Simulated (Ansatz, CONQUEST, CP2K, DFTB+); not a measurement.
## H-capped Ge nanowire along [112] (40 atoms): one structure in several programs

Aim: run H-capped Ge nanowire along [112] (40 atoms) in several programs and set results and cost side by side. A plane-wave run serves as the reference.

Program: Ansatz 0.2.0. Level of theory: Kohn-Sham DFT, PBE, PAW, plane waves. Results are calculated unless marked as measured.

### Step 1. Starting point

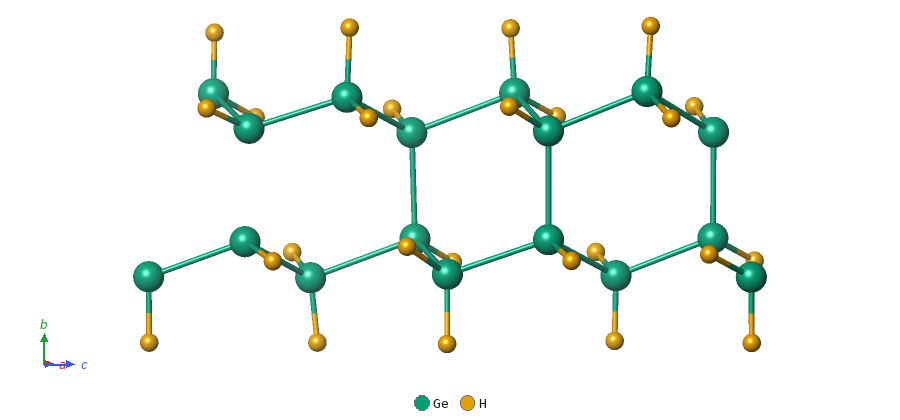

The starting structure, seen from the side, with the c axis across the page (germanium teal, hydrogen orange). Some periodic images of atoms are drawn too.

The cell holds 40 atoms: 16 Ge and 24 H. Cell: a = 16.499 Å, b = 19.143 Å, c = 13.859 Å, α = 90.0°, β = 90.0°, γ = 90.0°. It derives from Ge (diamond-structure). Diamond section of size parameter 3.53 Å cut from diamond-structure Ge (a = 5.658 Å) along [112], 2 periods, broken bonds capped with H, 12 Å of vacuum. Then every atom was moved at random, 0.05 Å r.m.s. a Cartesian component (hydrogen 0.6 of that). Regions: wire, 16 atoms (16 Ge); hydrogen, 24 atoms (24 H). Vacuum lies along a and b. The structure's axis is c.

### Step 2. Reference: Ansatz, plane waves

The PAW files are the set soft_2.

File input.yaml:

```yaml
crystal:
  lattice:
    - [16.49888, 0.0, 0.0]
    - [0.0, 19.14331, 0.0]
    - [0.0, 0.0, 13.85921]
  atoms:
    - { symbol: Ge, position: [0.43856, 0.39162, 0.00254] }
    - { symbol: Ge, position: [0.43462, 0.43313, 0.16315] }
    - { symbol: Ge, position: [0.43623, 0.5673, 0.16952] }
    - { symbol: Ge, position: [0.43831, 0.60415, 0.33158] }
    [... 30 atom lines left out ...]
    - { symbol: H, position: [0.63943, 0.42067, 0.70226] }
    - { symbol: H, position: [0.56186, 0.31572, 0.74972] }
    - { symbol: H, position: [0.63604, 0.41048, 0.96625] }
    - { symbol: H, position: [0.6378, 0.59306, 0.86567] }
    - { symbol: H, position: [0.56064, 0.68527, 0.57729] }
    - { symbol: H, position: [0.63697, 0.58102, 0.63777] }
kpoints:
  mp_grid: { grid: [1, 1, 1] }
hamiltonian:
  xc: pbe
scf:
  occupations: { method: fermi_dirac, width: 0.05 }
output:
  forces: true
  eigenvalues: true
  populations: true
```

Run with:

```sh
$ ansatz run input.yaml --threads 4 --pin off --max-ram 8192MiB --backend cpu --events-out ev --progress --plain --runs-dir out
```

Numbers of over 12 decimals in the logs are rounded to 6 here.

The log of the run:

```text
[...]
Pseudopotentials: kind: paw
Pseudopotential: Ge, paw, valence charge 14, recommended cutoff 420 eV (normal), Ge.paw.azcp
Pseudopotential: H, paw, valence charge 1, recommended cutoff 420 eV (normal), H.paw.azcp
[...]
Crystal: 40 atoms, lattice volume = 4377.337 Å³
Basis set: ecut = 420 eV, 85535 PW (Γ), exchange–correlation on 240×256×192 points (8 copies of the dense FFT grid, shifted against one another)
Bands: 164, of which v1, the nominal top of the filled ones, is band 124 counted from 1 (123 counted from 0)
Symmetry: 1 space group operations
Space group: P1 (ITA 1), of the structure as read, at distance tolerance 1.6e-4 Å
k-points: 1
[...]
Initial density: superposition of atomic densities (neutral atoms: chi_scale 0, normalization atom), corrected by the library's trained network
Initial wavefunctions: pseudopotential atomic-orbital guess
[...]
SCF iter   1: F=—  HF=-69094.458328 eV  |F-HF|=—  |Δ(HF+E_count)|=         —  Δρ=7.13e-4  dr2=3.36e-2  ethr=1.77e-3  ⟨swp⟩=8.0  Hψ=770  notcnv=0  defer=11
preconditioner: auto → Resta (q_TF=auto, 1.691 Å⁻¹)  ε∞=1.3  [insulator: Δε(μ)=3.763 eV  Ē_g=9.287 eV  σ=0.050 eV  W_gap=1.00  n_scr=352 (ndim 8)  ℏωp=5.3 eV  f_vac=0.822  D(μ)=0.00/eV (n_scr^D=0)  ε∞_Penn≈1.3  vacuum switching on, ρ_ref=6.3e-3 e/Å³]
[...]
SCF iter   7: F=—  HF=-69094.476028 eV  |F-HF|=—  |Δ(HF+E_count)|=   6.33e-6  Δρ=1.77e-6  dr2=2.74e-7  ethr=4.98e-10  ⟨swp⟩=2.0  Hψ=254  notcnv=0  defer=34
SCF iter   8: F=-69094.476030 eV  HF=-69094.476029 eV  |F-HF|=3.75e-7  |Δ(HF+E_count)|=   1.66e-6  Δρ=6.25e-7  dr2=1.90e-8  ethr=4.03e-11  ⟨swp⟩=16.0  Hψ=1011  notcnv=0
SCF 1 converged in 8 iterations: F = -69094.476030 eV  dr2 = 1.90e-8
[...]
SCF converged after 8 iterations
Free energy (F): -69094.476030 eV
Harris-Foulkes:  -69094.476029 eV  (|F-HF|=3.75e-7)
Internal energy: -69094.476030 eV  (E = F + TS)
E sigma→0 (E₀):  -69094.476030 eV
Fermi energy:    -2.695928 eV
--- Per-component energies (eV) ---
[...]
Σ components = -69094.476030   (vs F -69094.476030, Δ=0.00e0)
--- Forces (eV/Å), atoms counted from 1 ---
  atom   1  Ge     0.19068379     1.10570741    -1.03885133
  atom   2  Ge     0.94302792     1.16546821     0.64972444
  atom   3  Ge     2.65600134    -1.79379758     0.21839867
  atom   4  Ge     0.47480969     0.80704968     0.52755488
[...]
atom  40  H      0.02305209     0.10599579     0.00054764
  max |Σ_I F_I| component: 2.20e-5 eV/Å
--- Band table (eV) ---
  k-point 0: bands = ["-27.7587", "-27.7278", "-27.7040", "-27.6999", [... 148 levels ...], "1.3719", "1.4895", "1.5200", "1.5508", "1.5546", "1.5879", "1.6436", "1.7165", "1.7420", "1.7826", "1.7903", "1.8308"]
--- Löwdin populations: 40 sites ---
  site symbol       q [e]
     0     Ge     13.8329
     1     Ge     13.9214
     2     Ge     13.9136
[...]
39      H      1.0327
  spilling = 0.005153 (of n_electrons = 248.000000)
```

The job ended after 11 s (4 threads of Intel Xeon 6975P-C (Granite Rapids), shared host; peak memory 2.9 GiB; 39 s of CPU time).

The column dr2 measures how far the density is from self-consistency, as an energy; F and HF (Harris–Foulkes) agree once it is small.

The run gave:

- free energy: -69094.4760 eV
- free energy per atom: -1727.3619 eV/atom
- SCF cycles: 8
- r.m.s. force component: 0.8855 eV/Å
- longest force: 3.978 eV/Å
- Fermi energy: -2.696 eV
- gap (highest filled to lowest empty level): 3.755 eV
- spilling of the projection: 0.005153

Length of the force by element:

```csv
element,coordination,atoms,mean length of the force (eV/Å),spread,least,most
Ge,all,16,1.72,0.807,0.976,3.98
H,all,24,0.959,0.778,0.108,3.59
```

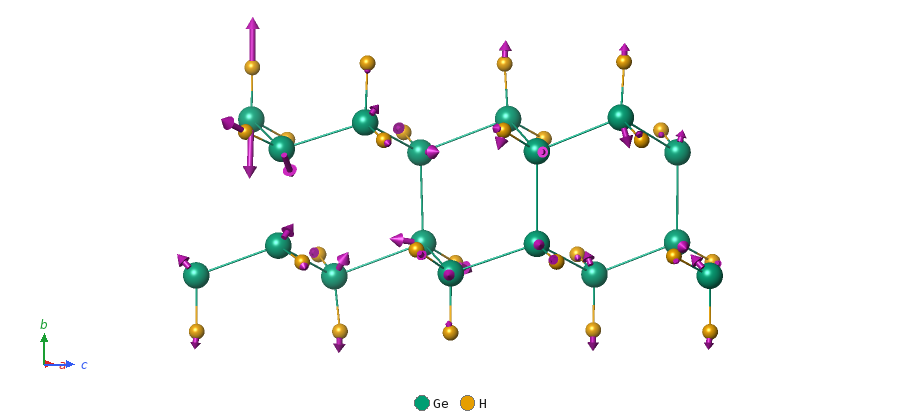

Forces as arrows; the longest in the cell is 3.98 eV/Å. Some periodic images of atoms are drawn too.

Löwdin charges by element (they lack the spilled electrons, 0.032 e an atom on average):

```csv
element,coordination,atoms,mean charge (e),spread,least,most
Ge,all,16,0.125,0.0448,0.0666,0.178
H,all,24,-0.0299,0.0065,-0.0415,-0.0198
```

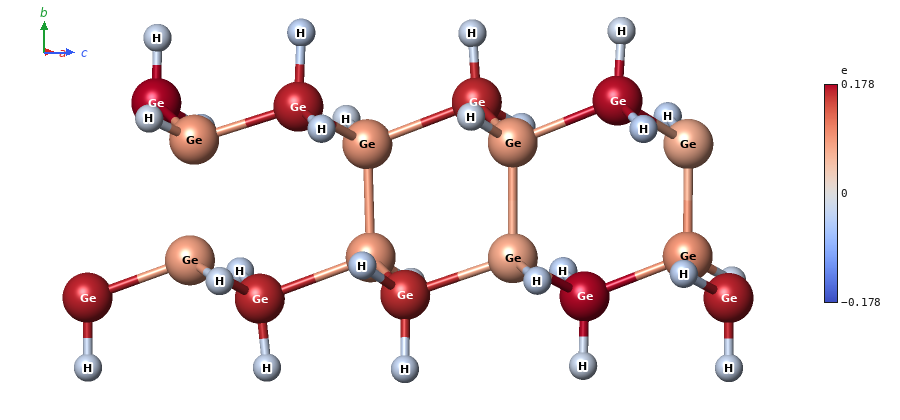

Atoms coloured by Löwdin charge. Some periodic images of atoms are drawn too.

By region:

```csv
region,atoms,mean length of the force (eV/Å)
wire,16,1.72
hydrogen,24,0.959
```

The levels nearest the highest filled one (over half full), pooled over k-points and spins:

```csv
level less the highest filled one (eV),occupation
-0.805,2
-0.710,2
-0.640,2
-0.596,2
-0.439,2
0,2
3.75,0
3.84,0
4.03,0
4.08,0
4.15,0
4.22,0
```

### Step 3. The other programs

The programs:
- CONQUEST 1.3: pseudo-atomic orbitals (double zeta with polarisation, or contracted to multi-site or on-site support functions) with norm-conserving potentials on an integration grid.
- CP2K 2026.2: Gaussian basis with GTH pseudopotentials and a plane-wave density; labels give functional, basis (MOLOPT sets; SR short-range, UZH the newer set with its own potentials), grid cutoff/relative cutoff and solver (OT: orbital transformation; TRS4, TC2, SIGN: linear-scaling purification with its sparsity filter), or its built-in tight binding.
- DFTB+ 25.1: tight binding, with Slater–Koster sets (DFTB) or xTB through its tblite library.

All use the same cell and atoms; the electronic-structure runs use the same k-mesh, and an electronic temperature of 580 K (0.05 eV) where levels are smeared.

Differences are against the plane-wave reference, forces as r.m.s. over components; share is that over the reference's r.m.s. force, slope the least-squares factor from reference forces to these. Total energies of different programs have different zeros and aren't compared.

```csv
run,"Δ force, r.m.s. (meV/Å)",share (%),slope,Δ gap (eV),cores,CPU time,memory (GiB)
reference,-,-,-,-,4,39 s,2.9
"CONQUEST LDA, grid 80 Ha",170,19.2,1.094,0.0838,1,51 s,2.2
"CONQUEST PBE, grid 80 Ha",111,12.6,1.083,0.186,1,85 s,2.3
"CONQUEST PBE, grid 80 Ha, multi-site 10 bohr",115,13.0,1.085,0.204,1,98 s,2.3
"CONQUEST PBE, grid 80 Ha, multi-site 6.5 bohr (coarse)",113,12.8,1.081,0.403,1,90 s,2.3
"CONQUEST PBE, grid 80 Ha, on-site functions (coarse)",110,12.4,1.060,2.12,1,88 s,2.3
"CP2K PBE, DZVP-UZH, 450/50 Ry, diagonalisation",36.6,4.13,0.967,0.101,2,5.6 min,6.5
DFTB+ GFN1-xTB,323,36.5,0.770,-0.986,1,0.9 s,0.22
DFTB+ GFN2-xTB,254,28.7,0.821,0.0521,1,0.59 s,0.22
```

Rows marked coarse were listed beforehand as settings not expected to be converged; some can still land near the reference.

CPU time is summed over cores on a shared host, where runs went side by side, so it is rough. Symmetry, cutoffs, thresholds, outputs and thread counts weren't matched or tuned between programs; memory under MPI is the largest rank's times the ranks.

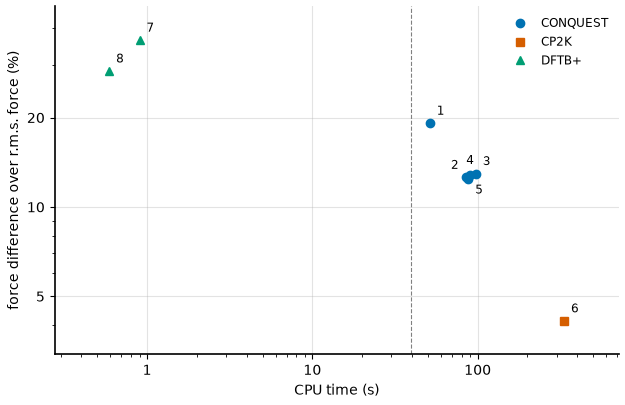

Force difference against CPU time; the dashed line marks the reference's time. Points: 1 CONQUEST LDA, grid 80 Ha; 2 CONQUEST PBE, grid 80 Ha; 3 CONQUEST PBE, grid 80 Ha, multi-site 10 bohr; 4 CONQUEST PBE, grid 80 Ha, multi-site 6.5 bohr; 5 CONQUEST PBE, grid 80 Ha, on-site functions; 6 CP2K PBE, DZVP-UZH, 450/50 Ry, diagonalisation; 7 DFTB+ GFN1-xTB; 8 DFTB+ GFN2-xTB.

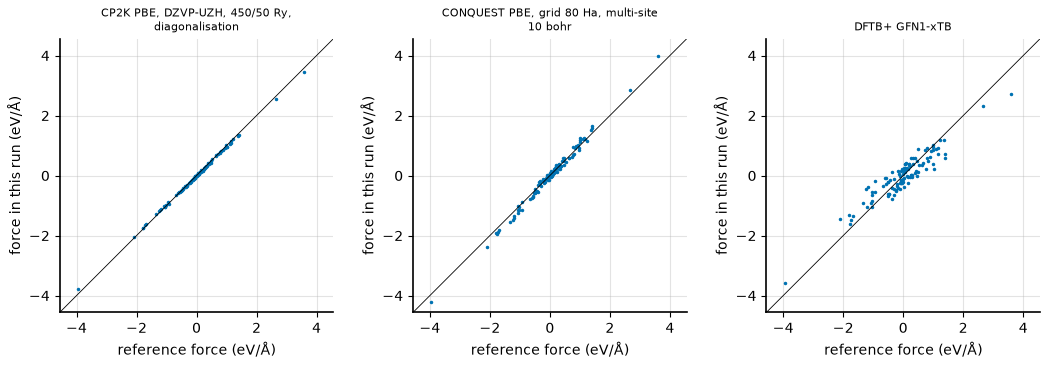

Force components against those of the reference; the line marks equality.

Runs without a result: CP2K PBE0 with truncated exchange and ADMM, PBE0 potentials, DZVP-UZH, 450/50 Ry, OT DIIS (cut off at its time limit of 18 min); CP2K PBE, SZV-MOLOPT-SR, 450/50 Ry, diagonalisation (cut off at its time limit of 5 min).

Mean charges by element (e), by run and scheme:

```csv
run,scheme,Ge,H
reference,Löwdin,+0.12,-0.03
"CP2K PBE, DZVP-UZH, 450/50 Ry, diagonalisation",Mulliken,+0.09,-0.06
"CP2K PBE, DZVP-UZH, 450/50 Ry, diagonalisation",Hirshfeld,+0.09,-0.06
DFTB+ GFN1-xTB,Mulliken,0.00,0.00
DFTB+ GFN2-xTB,Mulliken,+0.07,-0.04
```

The reference's Löwdin charges lack the electrons that the projection spills, 0.032 e an atom on average.

A second geometry, displaced anew (every atom was moved at random, 0.06 Å r.m.s. a Cartesian component (hydrogen 0.6 of that)), gives an energy difference that all programs can be tested on. The reference puts it at 18.53 meV/atom.

```csv
run,energy less the first geometry's (meV/atom),error (meV/atom),force share at the second geometry (%)
"CP2K PBE, DZVP-UZH, 450/50 Ry, diagonalisation",19.30,0.776,3.34
DFTB+ GFN1-xTB,21.07,2.55,28.1
DFTB+ GFN2-xTB,20.64,2.12,22.3
"CONQUEST PBE, grid 80 Ha",16.68,-1.85,9.88
"CONQUEST PBE, grid 80 Ha, multi-site 10 bohr",16.68,-1.85,10.2
"CONQUEST PBE, grid 80 Ha, multi-site 6.5 bohr",20.46,1.93,11.0
"CONQUEST LDA, grid 80 Ha",12.55,-5.98,16.2
"CONQUEST PBE, grid 80 Ha, on-site functions",22.37,3.84,10.5
```

### Step 4. What came out

```yaml
reference_r_m_s_force_component: 0.885 eV/Å
nearest_in_forces: CP2K PBE, DZVP-UZH, 450/50 Ry, diagonalisation, 4.1 %
farthest_in_forces: DFTB+ GFN1-xTB, 36 %
cheapest_electronic_structure_run_beside_the_reference: DFTB+ GFN2-xTB, 0.59 s of CPU time
```

What this shows: The PBE runs in local orbitals, coarse settings apart, differ by 4.1 % (CP2K PBE, DZVP-UZH, 450/50 Ry, diagonalisation) to 13 % (CONQUEST PBE, grid 80 Ha, multi-site 10 bohr); basis, grid and potentials can all enter. Tight binding differs by 29 % (DFTB+ GFN2-xTB) to 36 % (DFTB+ GFN1-xTB); it is another model, with fitted parameters of its own, and the xTB methods hold dispersion. Rows with another functional or a dispersion term differ by 19 % (CONQUEST LDA, grid 80 Ha), which mixes the change of model with differences of basis and potentials. Runs with settings chosen to be coarse differ by 12 % (CONQUEST PBE, grid 80 Ha, on-site functions) to 13 % (CONQUEST PBE, grid 80 Ha, multi-site 6.5 bohr), their programs' other errors included. CONQUEST PBE, grid 80 Ha, on-site functions lies nearer than the full basis that it is contracted from, which is a cancellation of errors. Of the electronic-structure runs that take under half the reference's CPU time, DFTB+ GFN2-xTB comes nearest, at 29 % in 0.59 s against 39 s. At the same functional, gaps differ from the reference's 3.75 eV by between +0.10 and +2.12 eV. A likely cause of the wide gaps: compact atomic orbitals describe empty levels worse than filled ones. These are spacings on the run's k-points, which needn't hold the band edges. Charges hang on model, scheme and program or settings: among these rows the mean for Ge runs from +0.00 to +0.12 e. The energy difference between the two geometries, 18.5 meV/atom in the reference, is met best by CP2K PBE, DZVP-UZH, 450/50 Ry, diagonalisation (+0.776) and worst by CONQUEST LDA, grid 80 Ha (-5.98). In the reference: filled and empty levels are parted by 3.75 eV at Γ alone; the mesh holds the band edges only if they fold onto it, so the gap at this level can be narrower or closed, and states at the surface or the caps may set it. In the reference: mean Löwdin charges: Ge +0.12, H -0.03 e (they miss 0.52 % of the electrons, so they add up to more than the cell's charge). Periodic xTB results under one method name differ between programs and library versions (DFTB+ here holds tblite 0.3). The potentials hold different valence shells: 248 electrons in the reference, 88 in CP2K with DZVP-UZH; this bears on time and differences. The electronic-structure runs sample only Γ, in a cell whose periodic width is 14 Å.

[Also dropped from logs without a mark: logging warnings of Python, and SIESTA's first energy breakdown and zero terms.]

[Logs are printed without paths, hosts, clocks, repeated set-up lines and the standing remarks that a program may print on its own settings, such as how far it seeks lower states.]

[Hosts, paths, dates, database ids (printed as entryN), source tags and the programs' standing remarks are cut or masked in the printed files.]
